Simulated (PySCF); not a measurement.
Consider C2H8OSi3 (SMILES O=C1C[SiH2][SiH2][SiH2]1).

```tsv
atom	x (Å)	y (Å)	z (Å)
O	0.0887	-1.5773	2.0568
C	0.1456	-1.1785	0.9122
C	-1.0558	-1.0841	0.0272
Si	-1.4602	0.7750	-0.2813
Si	0.7288	1.5437	-0.5603
Si	1.7637	-0.4067	0.1832
H	-1.8988	-1.6163	0.4669
H	-0.8200	-1.5346	-0.9378
H	-2.1874	1.2820	0.8868
H	-2.4079	0.8075	-1.4021
H	1.0340	2.7494	0.2222
H	1.0576	1.9320	-1.9395
H	2.2316	-1.2955	-0.8882
H	2.7795	-0.3968	1.2316
```

Geometry: GFN2-xTB.

All numbers below come from PBE0/pcSseg-1, SCF density, gas phase, non-relativistic (PySCF).

Q: What can the converged electron density and electron localisation function tell about the bonding?

A: C–O (1.21 Å): ρ is about 3.3 e/Å³ halfway; the ELF peaks at about 0.85 between the atoms; a multiple bond.
C–C (1.50 Å): the density is about 1.7 e/Å³ at the midpoint; the ELF peaks at about 0.95 between the atoms; a covalent bond.
C–Si (1.94 Å): ρ is about 0.9 e/Å³ halfway; the ELF peaks at about 1 between the atoms (a covalent bond).
C–H (1.09 Å): ρ is about 2 e/Å³ halfway; the ELF climbs to about 1 towards the hydrogen, as it does in any bond to H: a covalent bond by its length.

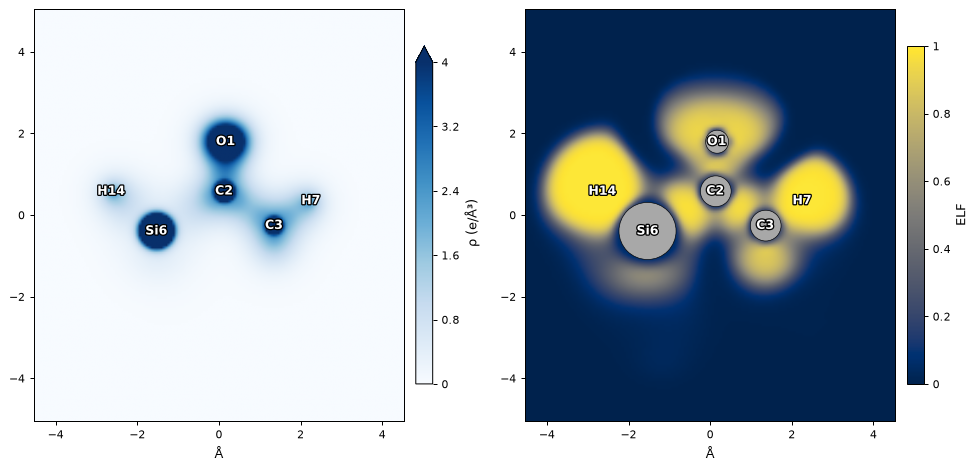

Computed electron density and electron localisation function on the plane of atoms O1, C2 and Si6, in this order. Grey discs cover the atomic cores in the ELF map. 
